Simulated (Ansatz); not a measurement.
Cell of rock-salt TaN (1 1 1) on anatase TiO2 (1 1 0) (film strained to the substrate, started from cuts of the bulks and a machine-learned relaxation; slabs O20Ti10 and N12Ta12, which can lie off the formulas), relaxed at this level with a, b, gamma of the cell held:

```
CELL_PARAMETERS angstrom
      5.37215    -0.00020    -0.03373
      2.68592     4.84996    -0.07083
      1.63273     0.52710    25.27817
ATOMIC_POSITIONS crystal
  O  0.21082 0.77409 0.03619
  O  0.68446 0.30341 0.09957
  O  0.07763 0.47532 0.09645
  O  0.63483 0.00083 0.03531
  O  0.66643 0.80759 0.14921
  O  0.15819 0.29808 0.20412
  O  0.57064 0.47435 0.20499
  O  0.09315 0.96828 0.14840
  O  0.13849 0.79739 0.25690
  O  0.63366 0.29269 0.31105
  O  0.04637 0.46570 0.31168
  O  0.55443 0.96894 0.25809
  O  0.61993 0.78811 0.36591
  O  0.11406 0.27325 0.41913
  O  0.51973 0.45238 0.41669
  O  0.03225 0.95918 0.36415
  O  0.08934 0.77233 0.47145
  O  0.61862 0.24790 0.51824
  O  0.02928 0.44328 0.52919
  O  0.49539 0.92552 0.47681
  Ti 0.39621 0.38855 0.05344
  Ti 0.88821 0.89144 0.09808
  Ti 0.87348 0.38783 0.15392
  Ti 0.35939 0.88780 0.20473
  Ti 0.35137 0.38437 0.25896
  Ti 0.83111 0.88159 0.31039
  Ti 0.83131 0.37701 0.36444
  Ti 0.29947 0.87249 0.41582
  Ti 0.32307 0.36289 0.47043
  Ti 0.76439 0.88047 0.52053
  N  0.35218 0.41729 0.62064
  N  0.04429 0.04409 0.61464
  N  0.67578 0.79308 0.60704
  N  0.37383 0.05328 0.71170
  N  0.02226 0.76052 0.71172
  N  0.72542 0.41719 0.69898
  N  0.31306 0.75664 0.80674
  N  0.03679 0.39964 0.80546
  N  0.66929 0.04947 0.80719
  N  0.34017 0.39739 0.90330
  N  0.95588 0.05319 0.90607
  N  0.61030 0.74101 0.90645
  Ta 0.36737 0.73534 0.65727
  Ta 0.01281 0.40953 0.60285
  Ta 0.68473 0.10247 0.65904
  Ta 0.36804 0.40431 0.75338
  Ta 0.98515 0.11331 0.75416
  Ta 0.69525 0.70129 0.75513
  Ta 0.30839 0.07251 0.85938
  Ta 0.98050 0.72539 0.85933
  Ta 0.66202 0.40169 0.85121
  Ta 0.27614 0.72792 0.95856
  Ta 0.96329 0.39651 0.94307
  Ta 0.61248 0.05936 0.95793
```

Calculation: PBE (plane waves to 420 eV, PAW; Ansatz, a quantum-chemistry and plane-wave program). Spin–orbit coupling is left out; the runs are not spin-polarised. Its k-point mesh 6×6×1, Fermi–Dirac width 0.05 eV.

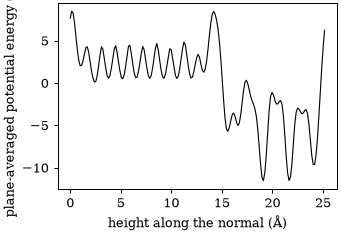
Fig. 1. Smooth (PAW) electrostatic potential energy of an electron, averaged over planes, about its mean

The curve spans 20.0 eV over the stretch drawn.
